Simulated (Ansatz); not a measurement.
BrF₂HOZr (SMILES [OH][Zr]([F])([F])[Br])

The calculation's input:

```
crystal:
  periodic: [false, false, false]
  atoms:
    - {symbol: O, position_ang: [-0.916612, 0.999419, 0.484518]}
    - {symbol: Zr, position_ang: [0.296260, -0.350706, -0.039302]}
    - {symbol: F, position_ang: [1.949526, -0.080423, 0.846661]}
    - {symbol: F, position_ang: [-0.395055, -2.040336, 0.469128]}
    - {symbol: Br, position_ang: [0.638955, -0.281342, -2.527405]}
    - {symbol: H, position_ang: [-1.531073, 1.689390, 0.720201]}
basis:
  gaussian: {orbitals: def2-TZVPP}
hamiltonian: {xc: pbe0, dispersion: d4}
output: {orbitals: {seedname: orbitals}}
```

Command:

```sh
ansatz run in.yaml --threads 4 --pin off --events-out ev --progress --plain --max-ram 10444MiB
```

Geometry: PBE0-D4/def2-TZVP; core potentials replace the inner electrons of Zr.

All numbers below come from RKS PBE0-D4/def2-TZVPP (Ansatz).

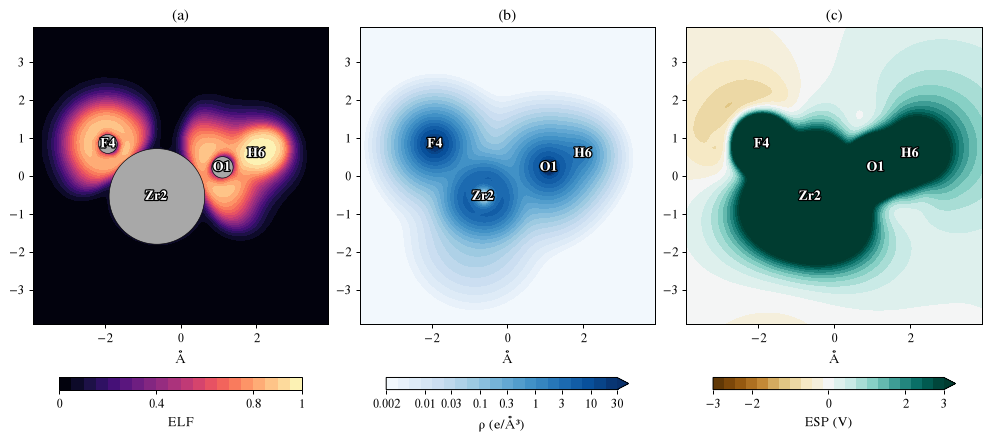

Figure 1. (a) electron localisation function; (b) electron density; (c) electrostatic potential on the plane of atoms O1, Zr2 and F4. Grey discs cover the atomic cores in the ELF map.

Q: Describe what can be read from this map.

A: The section cuts through O, Zr, F and H sites.
Zr–O (1.89 Å): the density is about 0.99 e/Å³ at the midpoint; the ELF peaks at about 0.80 in the valence shell of O, 0.5 Å from its nucleus, and drops to about 0.20 between the two atoms.
Zr–F (1.90 Å): the density is about 0.99 e/Å³ at the midpoint; the ELF peaks at about 0.85 in the valence shell of F, 0.5 Å from its nucleus, and drops to about 0.25 between the two atoms.
O–H (0.95 Å): the density is about 3.9 e/Å³ at the midpoint; the ELF climbs to about 1 towards the hydrogen, as it does in any bond to H: a covalent bond by its length.
Outside the dense part of the molecule the potential is most negative (−1.0 V) near F4.

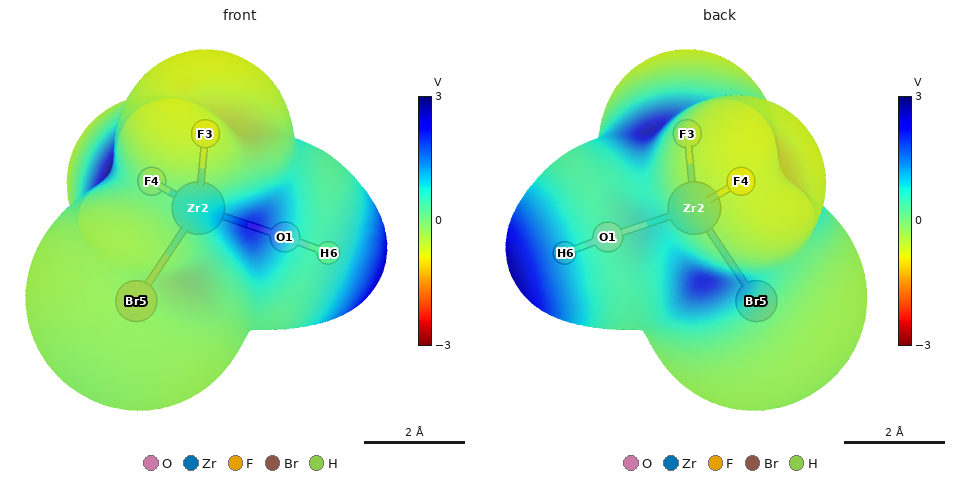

Figure 2. The electrostatic potential painted on the density surface at 0.001 e/bohr³, seen from the front and from behind; the colour scale runs from red (negative) to blue (positive).

Q: Which sites attract a positive test charge, and which a negative one?

A: A positive charge is drawn to the negative regions and a negative charge to the positive ones. The most negative region (about −0.9 V, or −21 kcal/mol for a unit charge) lies over F3 and F4, the most positive (about +2.7 V, or +62 kcal/mol for a unit charge) over Zr2 and H6.

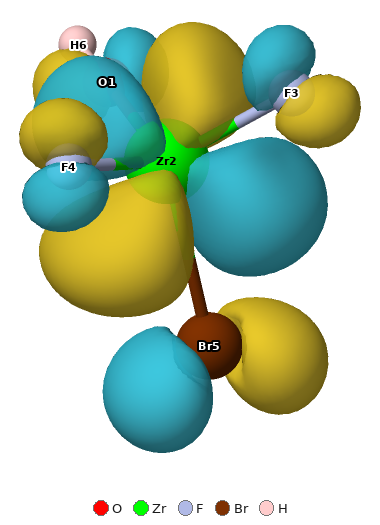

Figure 3. The LUMO at ±0.08 Å⁻³ᐟ² (yellow and cyan are the two phases), seen at an oblique angle.

Q: Describe this orbital and give its energy.

A: By Hirshfeld shares it lies mainly on Zr2 (about 70 %) and Br5 (about 15 %). Its energy is −1.30 eV.
